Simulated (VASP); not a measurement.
Given:

```
Cl
1.0
   -1.68750     1.68750     1.68750
    1.68750    -1.68750     1.68750
    1.68750     1.68750    -1.68750
Cl
1
Direct
  0.00000   0.00000   0.00000
```

Level of theory: PBEsol GGA, VASP's PBE PAW potentials (set 64) (plane waves; VASP). Run with 400 eV cut-off, 17×17×17 Γ-centred mesh, tetrahedra with Blöchl corrections, potentials Cl.

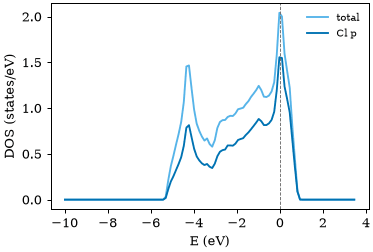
Total and projected density of states, zero at the Fermi level

Within 2 eV below the Fermi level the largest weight inside VASP's projection spheres is Cl p.

It has no gap at this level: it comes out as a metal or semimetal.

The structure was generated: Cl was put into the bcc type (Im-3m), which need not be its known phase. It was relaxed first, which changed the volume by -10 %.
